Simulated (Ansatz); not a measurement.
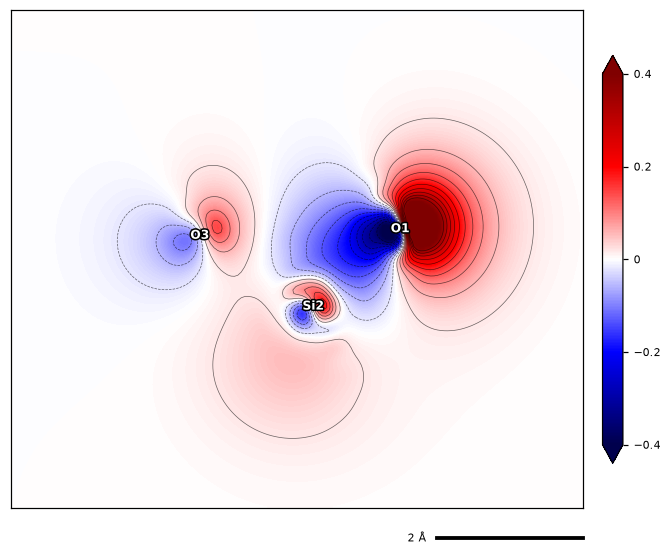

H5O2Si (charge +1). One frontier orbital on the plane of atoms O1, Si2 and O3 (values in Å⁻³ᐟ²; the overall sign is arbitrary).

Geometry: PBE0-D4/def2-TZVP.

Theory: RKS PBE0-D4/def2-TZVPP (Ansatz).

Input file:

```
crystal:
  periodic: [false, false, false]
  atoms:
    - {symbol: O, position_ang: [-1.423611, 0.094123, -0.777917]}
    - {symbol: Si, position_ang: [-0.207983, 0.665433, 0.079898]}
    - {symbol: O, position_ang: [0.844003, -0.774066, 0.521849]}
    - {symbol: H, position_ang: [-1.500938, 0.098345, -1.735300]}
    - {symbol: H, position_ang: [0.813515, 1.453653, -0.622670]}
    - {symbol: H, position_ang: [-0.632959, 1.028569, 1.431919]}
    - {symbol: H, position_ang: [1.559496, -1.107712, -0.040732]}
    - {symbol: H, position_ang: [0.548477, -1.458343, 1.142954]}
basis:
  gaussian: {orbitals: def2-TZVPP}
total_charge: 1
hamiltonian: {xc: pbe0, dispersion: d4}
output: {orbitals: {seedname: orbitals}}
```

Command:

```sh
ansatz run in.yaml --threads 2 --pin off --events-out ev --progress --plain --max-ram 4352MiB
```

Question: Which orbital is it: HOMO or LUMO?

Answer: The HOMO, at −15.04 eV. Its weight (Hirshfeld) is mainly on O1 (about 35 %), Si2 (about 25 %), H5 (about 20 %) and H6 (about 15 %).
